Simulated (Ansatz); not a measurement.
Input

```
crystal:
  lattice:
    - [4.1484388, 0.0, 0.0]
    - [0.0, 4.1484388, 0.0]
    - [0.0, 0.0, 11.7292885]
  atoms:
    - { symbol: Ga, position: [0.5, 0.0, 0.638531] }
    - { symbol: Ga, position: [0.0, 0.5, 0.879645] }
    - { symbol: Ga, position: [0.5, 0.0, 0.120355] }
    - { symbol: Ga, position: [0.0, 0.5, 0.361469] }
    - { symbol: Sb, position: [0.0, 0.0, 0.5] }
    - { symbol: As, position: [0.0, 0.0, 0.0] }
    - { symbol: As, position: [0.5, 0.5, 0.240965] }
    - { symbol: As, position: [0.5, 0.5, 0.759035] }
basis:
  ecutwfc: 500
kpoints:
  mp_grid: { grid: [10, 10, 4] }
  band_path:
    path:
      - [[0.0, 0.0, 0.0], [0.0, 0.5, 0.0], [0.5, 0.5, 0.0], [0.0, 0.0, 0.0], [0.0, 0.0, 0.5], [0.0, 0.5, 0.5], [0.5, 0.5, 0.5], [0.0, 0.0, 0.5]]
      - [[0.0, 0.5, 0.0], [0.0, 0.5, 0.5]]
      - [[0.5, 0.5, 0.0], [0.5, 0.5, 0.5]]
    npoints: 14
hamiltonian:
  xc: r2scan
scf:
  occupations: { method: gaussian, width: 0.1 }
  n_extra_bands: 20
output:
  forces: true
  stress: true
  eigenvalues: true
  populations: true
  dos: { projected: true, de: 0.02, nscf_kmesh: { grid: [12, 12, 5] } }
  bader: true
  write_density: true
  write_potential: true
  elf: true
  volumetric_format: npy
```

Run with:

```sh
ansatz run input.yaml --threads 4 --pin off --max-ram 8192MiB --backend cpu --events-out ev --progress --plain --runs-dir out
```

Below, planes, directions and counts refer to the conventional cell (a = 4.15 Å, b = 4.15 Å, c = 11.73 Å, α = 90.00°, β = 90.00°, γ = 90.00°).

Space group P-4m2; a structure generated by program, which may or may not match a known phase; computed pressure about −2 GPa in this cell.

Level of theory: DFT r2SCAN, scalar-relativistic, plane waves, PAW (Ansatz 0.2.0).

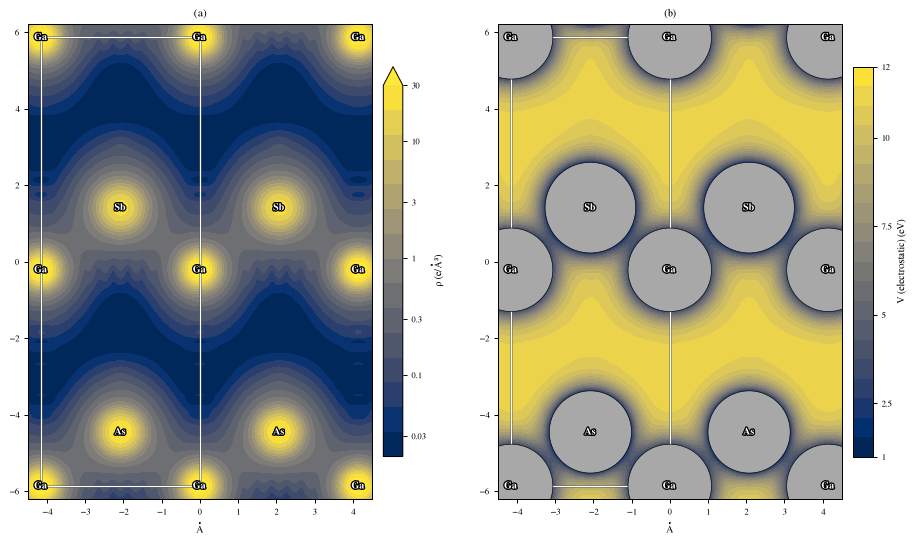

Ga4SbAs3. (a) valence pseudo-density; (b) electrostatic potential (local pseudopotential plus Hartree) felt by an electron on the (100) plane of the conventional cell. Grey discs cover the atomic cores in the potential map.

The density is the valence pseudo-density of a PAW calculation; it isn't the true density close to the nuclei.

### What do the fields say about this system?

- The section cuts through Ga, Sb and As sites.
- Ga–As (2.51 Å): ρ is about 0.46 e/Å³ halfway.
- Ga–Sb (2.63 Å): ρ is about 0.44 e/Å³ halfway.
- The density dies away to nearly zero in the voids.
- Outside the cores the potential energy rises away from the atoms and is highest about 2.4 Å from the nearest atoms; its zero is arbitrary.
